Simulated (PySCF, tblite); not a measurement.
**BFH2O2, a small molecule taken as a stand-in for a surface group (boron hydroxide): NMR shifts, core binding energies and electronic excitations**

What NMR shifts, core binding energies and electronic excitations should one expect for `OB(O)F`?

Programs: tblite 0.8.0 and PySCF 2.14.0. All values are calculated, for the isolated system unless a continuum is named. Atoms count from 0, parts from 1.

## 1. The system as given

6 atoms, charge 0, multiplicity 1; geometry: distance geometry start.

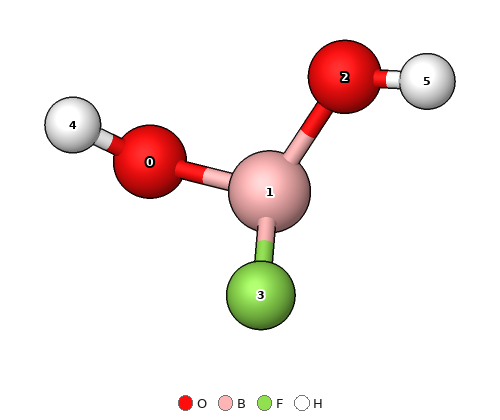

The starting geometry (oxygen red, boron pink, fluorine green, hydrogen white), atoms numbered.

## 2. Geometry optimisation with GFN2-xTB

Job settings and geometry (Å):

```
{"job": {"kind": "relax", "xc": "GFN2-xTB", "basis": "xTB"}, "charge": 0, "multiplicity": 1}
O     -0.180855    -0.938938    -0.344193
B      1.271522    -0.819895     0.024294
O      1.533081    -0.269844     1.411581
F      2.096766    -1.871992    -0.427925
H     -0.808951    -1.590098     0.029529
H      2.405476    -0.051702     1.747509
```

With the program's defaults for keys left out, this is: GFN2-xTB geometry optimisation, gas phase.

On the command line:

```bash
OMP_NUM_THREADS=1 python cluster_run.py task.json out
```

One launch serves the whole session: the jobs run in the order shown.

The program printed:

```text
step      E/eV     max force
  0    -413.30055    4.862
  1    -413.99822    3.483
  2    -414.58322    2.508
  3    -414.65334    1.006
  4    -414.68576    0.730
  5    -414.72405    0.449
  6    -414.73149    0.367
  7    -414.75008    0.380
  8    -414.76178    0.327
  9    -414.76907    0.325
 10    -414.77526    0.293
 11    -414.78041    0.203
 12    -414.78247    0.131
 13    -414.78329    0.105
 14    -414.78372    0.094
 15    -414.78434    0.088
 16    -414.78527    0.124
 17    -414.78684    0.178
 18    -414.79043    0.521
 19    -414.79637    0.742
 20    -414.76501    2.799
 21    -414.82806    1.247
 22    -414.85355    1.050
 23    -414.87306    2.757
 24    -414.95404    0.754
 25    -415.00477    0.667
 26    -415.07126    1.801
 27    -415.10260    0.583
 28    -415.11772    0.492
 29    -415.13665    0.566
 30    -415.14432    0.317
 31    -415.14783    0.127
 32    -415.14869    0.068
 33    -415.14887    0.034
 34    -415.14893    0.033
 35    -415.14904    0.041
 36    -415.14918    0.030
 37    -415.14929    0.025
 38    -415.14932    0.010
 39    -415.14933    0.002
```

Wall time 0.45 s (1 thread of Arm Neoverse N1, shared host).

Along the way: (not every step is listed) (the energy doesn't fall at every step)

```csv
step,energy from step 0 (eV),largest force (eV/Å)
0,0.0000,4.8619
1,-0.6977,3.4829
2,-1.2827,2.5080
3,-1.3528,1.0055
4,-1.3852,0.7292
5,-1.4235,0.4485
6,-1.4309,0.3661
7,-1.4495,0.3796
8,-1.4612,0.3272
10,-1.4747,0.2931
12,-1.4819,0.1305
14,-1.4832,0.0934
16,-1.4847,0.1238
18,-1.4899,0.5209
20,-1.4645,2.7994
22,-1.5530,1.0505
24,-1.6535,0.7539
26,-1.7707,1.8013
28,-1.8172,0.4920
30,-1.8438,0.3165
32,-1.8481,0.0675
34,-1.8484,0.0336
35,-1.8485,0.0413
36,-1.8486,0.0298
37,-1.8487,0.0257
38,-1.8488,0.0100
39,-1.8488,0.0024
```

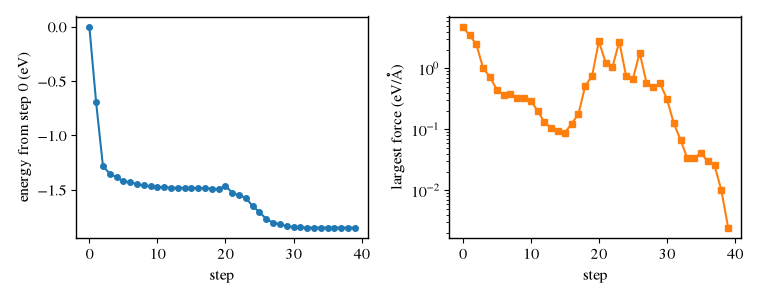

Energy and largest force along the relaxation.

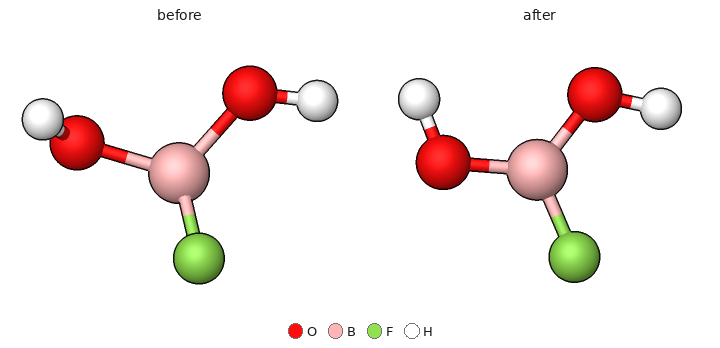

The geometry before (left) and after (right).

Distances of close pairs at the start and the end, largest changes first:

```csv
bond,before (Å),after (Å),change (Å)
B1–O2,1.515,1.345,-0.170
O0–B1,1.503,1.335,-0.168
B1–F3,1.412,1.339,-0.072
O0–H4,0.979,0.956,-0.022
O2–H5,0.960,0.957,-0.003
```

## 3. Geometry optimisation at PBE0-D3(BJ)/def2-SVP

Job settings and geometry (Å):

```
{"job": {"xc": "PBE0", "basis": "def2-SVP", "d3": "d3bj", "grid": 2, "kind": "geom", "shake": 0.01}, "charge": 0, "multiplicity": 1}
O     -1.031817    -0.496585    -0.723323
B      0.134218    -0.150103    -0.223298
O      0.274189     0.583727     0.888682
F      1.259011    -0.576440    -0.878288
H     -1.808558    -0.152126    -0.247239
H      1.193997     0.759522     1.160377
```

The program printed:

```text
step   0  E = -276.01878970  max force = 0.046210
step   1  E = -276.02098991  max force = 0.018231
step   2  E = -276.02128663  max force = 0.004769
step   3  E = -276.02143253  max force = 0.002073
step   4  E = -276.02144378  max force = 0.000533
step   5  E = -276.02144515  max force = 0.000425
step   6  E = -276.02144652  max force = 0.000072
optimisation converged
```

It took 18 s on 1 thread of Arm Neoverse N1, shared host; peak memory 0.35 GiB.

The steps of the relaxation:

```csv
step,energy from step 0 (eV),largest force component (eV/Å)
0,0.0000,2.3762
1,-0.0599,0.9375
2,-0.0679,0.2452
3,-0.0719,0.1066
4,-0.0722,0.0274
5,-0.0723,0.0219
6,-0.0723,0.0037
```

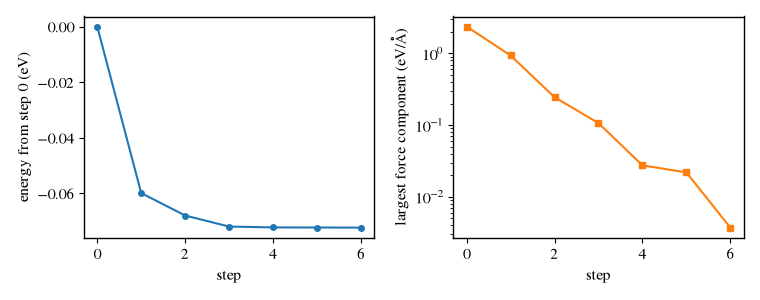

Energy and force, step by step.

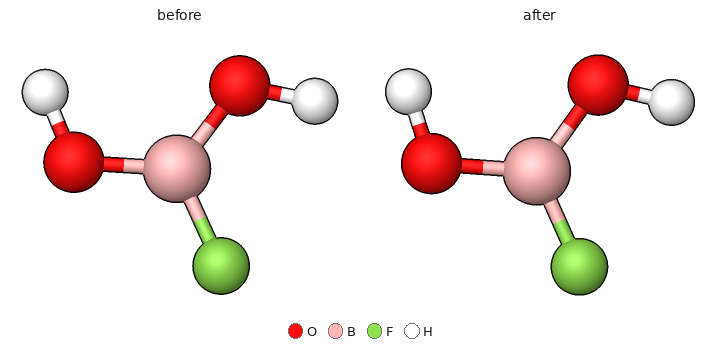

The geometry before (left) and after (right).

Distances of close pairs at the start and the end, largest changes first:

```csv
bond,before (Å),after (Å),change (Å)
B1–F3,1.370,1.333,-0.036
O0–B1,1.315,1.349,+0.034
B1–O2,1.340,1.358,+0.018
O2–H5,0.975,0.962,-0.013
O0–H4,0.974,0.962,-0.012
```

The final coordinates are the input of the step that follows.

```csv
at the end point,value
point group (found at 0.08 Å tolerance),Cs
"rotational constants (GHz, main isotopes)","10.292, 9.968, 5.064"
dipole moment (D),1.99
```

## 4. Shielding tensors: PBE0/pcSseg-2

Job settings and geometry (Å):

```
{"job": {"kind": "nmr", "xc": "PBE0", "basis": "pcSseg-2"}, "charge": 0, "multiplicity": 1}
O     -1.020621    -0.497879    -0.562134
B      0.173418    -0.078322    -0.094899
O      0.277784     0.632878     1.056997
F      1.264067    -0.382722    -0.798770
H     -1.743096    -0.230461     0.013895
H      1.188157     0.862490     1.267336
```

Method: GIAO PBE0/pcSseg-2 NMR shielding, non-relativistic, gas phase.

The program printed:

```text
coarse grid: 5584 points
cycle   1  E = -276.2155639794  dE =  5.521e-01  |g| = 9.378e-01  |ddm| = 1.600e+00
cycle   2  E = -276.0913955084  dE =  1.242e-01  |g| = 1.282e+00  |ddm| = 8.813e-01
cycle   3  E = -276.3609520921  dE = -2.696e-01  |g| = 5.535e-02  |ddm| = 5.171e-01
cycle   4  E = -276.3612963326  dE = -3.442e-04  |g| = 3.766e-02  |ddm| = 3.548e-02
cycle   5  E = -276.3614940348  dE = -1.977e-04  |g| = 6.033e-03  |ddm| = 1.384e-02
cycle   6  E = -276.3614993853  dE = -5.351e-06  |g| = 1.196e-03  |ddm| = 3.244e-03
final grid: 55976 points
cycle   7  E = -276.3537369624  dE = -9.340e-05  |g| = 5.913e-03  |ddm| = 3.138e-02
cycle   8  E = -276.3537310177  dE =  5.945e-06  |g| = 8.409e-03  |ddm| = 4.932e-03
cycle   9  E = -276.3537418685  dE = -1.085e-05  |g| = 3.632e-04  |ddm| = 3.025e-03
cycle  10  E = -276.3537418867  dE = -1.828e-08  |g| = 1.126e-04  |ddm| = 1.787e-04
cycle  11  E = -276.3537418886  dE = -1.818e-09  |g| = 3.448e-05  |ddm| = 5.752e-05
cycle  12  E = -276.3537418887  dE = -1.655e-10  |g| = 6.526e-06  |ddm| = 1.328e-05
converged SCF energy = -276.3537418887

GIAO shielding tensors (ppm)
atom      isotropic    diamagn.    paramagn.     s11        s22        s33       span
  0 O      250.361     385.105    -134.744    172.496    282.705    295.883    123.387
  1 B       82.417     194.433    -112.016     69.738     81.512     96.000     26.262
  2 O      248.979     387.080    -138.100    179.099    268.519    299.320    120.221
  3 F      316.160     468.172    -152.013    214.261    355.140    379.078    164.817
  4 H       28.102      30.937      -2.835     21.500     24.597     38.209     16.709
  5 H       28.259      30.684      -2.425     21.684     23.988     39.105     17.421
```

Run time: 16 s. Hardware: 1 thread of Arm Neoverse N1, shared host; peak memory 0.68 GiB.

Shifts follow as δ = σ(reference) − σ, with reference shieldings (ppm) from runs at the same level and on the same kind of geometry: 1H TMS 31.25, 19F CFCl3 175.8, 17O H2O 328.2, 11B BF3·OEt2 99.1. The references are single molecules in the gas phase, so shifts against H2O, NH3, PH3, H3PO4 or CFCl3 are not on the usual liquid scales and can be off by tens of ppm.

```csv
atoms,environment,σ (ppm),δ (ppm)
H4,hydrogen on an oxygen bonded to B,28.10,3.14
H5,hydrogen on an oxygen bonded to B,28.26,2.99
O2,"oxygen bonded to B, H",249.0,79.2
O0,"oxygen bonded to B, H",250.4,77.8
B1,"boron bonded to F, 2 O",82.4,16.7
F3,fluorine bonded to B,316.2,-140.4
```

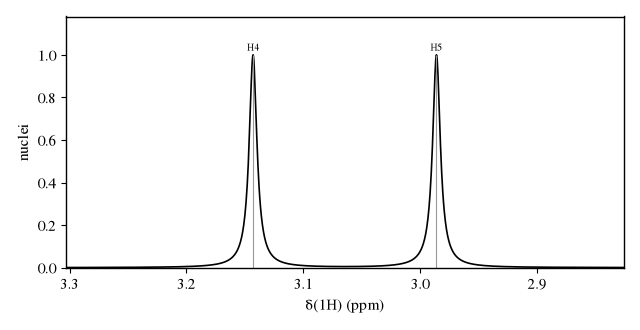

1H lines at the computed shifts, without couplings. Lines are broadened to a width of 0.01 ppm (Lorentzian).

The run also stored atomic charges by several schemes (e):

```csv
atoms,Mulliken,IAO,Hirshfeld,ESP fit
O0,-0.41,-0.58,-0.26,-0.67
B1,0.75,0.75,0.33,0.84
O2,-0.44,-0.59,-0.27,-0.72
F3,-0.36,-0.35,-0.16,-0.32
```

IAO charges:

```csv
atom,value (e)
O0,-0.58
B1,0.75
O2,-0.59
F3,-0.35
H4,0.39
H5,0.39
```

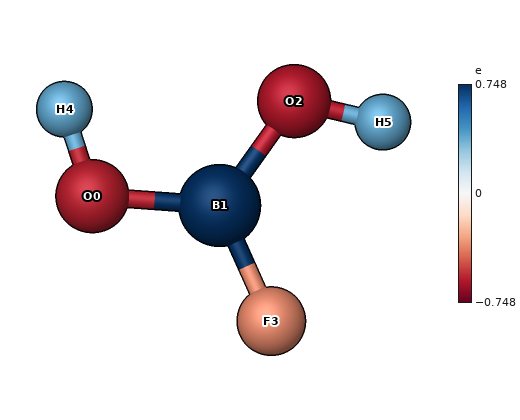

IAO charges, as colours on the atoms.

Mayer bond orders: O0–B1 1.22, B1–O2 1.18, B1–F3 1.02.

The fields below are evaluated on a grid from the run's orbitals.

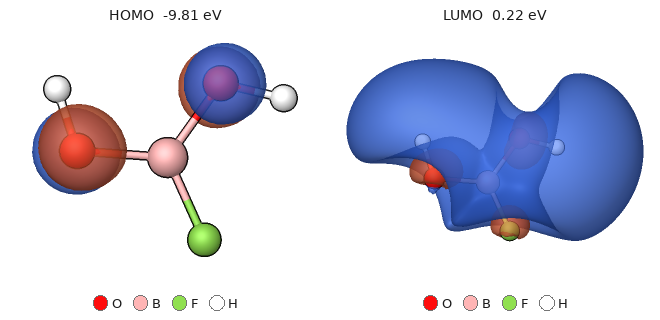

PBE0/pcSseg-2 orbitals near the gap, drawn at the value that encloses 70 % of each; the two colours are the two signs.

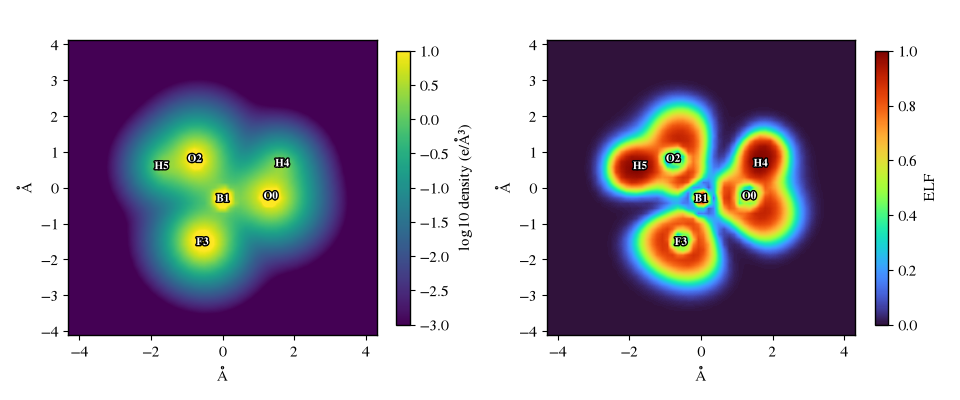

Density (left) and ELF (right) in a plane through or near 6 of the atoms.

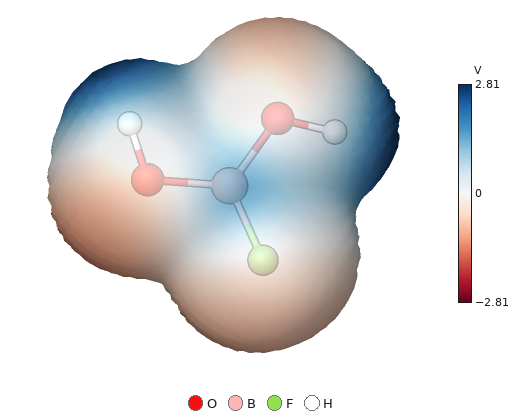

The potential that a unit positive charge feels on the 0.002 e/bohr³ surface, from the 1st to the 99th percentile, from -1.27 V near O0 to 2.81 V near H5.

(Part 1 of 2 ends here.)
